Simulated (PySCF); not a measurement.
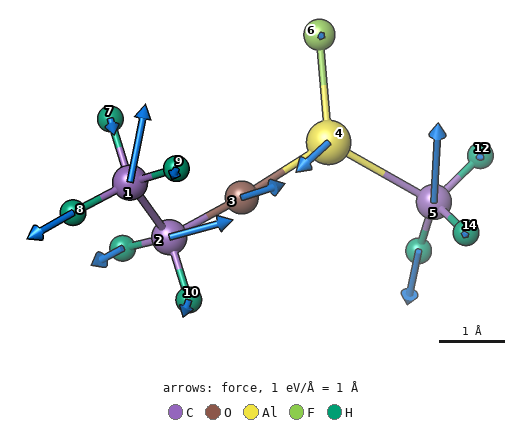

Starting geometry of C$_{3}$H$_{8}$AlFO with the computed forces as blue arrows. Style: ball-and-stick. Shown at a tilt.

The start comes from GFN2-xTB. Its atoms were then displaced at random by about 0.01 Å.

Theory: PySCF, PBE0-D3(BJ)/def2-SVP geometry optimisation, gas phase. 

Q: What follows when this structure is relaxed?

A: It isn't relaxed: the largest force vector, on a C atom, is 1.48 eV/Å. The final displacements have little in common with the starting forces (cosine between the two patterns 0.03). The largest moves after the best rigid fit, 0.59 Å, are those of O and H atoms. Largest moves by element: O 0.59 Å, H 0.59 Å, F 0.58 Å, Al 0.31 Å, C 0.25 Å. Among the contacts that change: C–H 1.069 → 1.102 Å, C–C 1.495 → 1.516 Å, C–H 1.086 → 1.107 Å, Al–C 1.951 → 1.932 Å. Among the angles between lasting bonds that change: C–O–Al 175.3° → 141.3°, H–C–H 109.1° → 106.2°, O–Al–F 116.4° → 118.6°. After 10 geometry steps the energy has fallen by 3.33 kcal/mol.
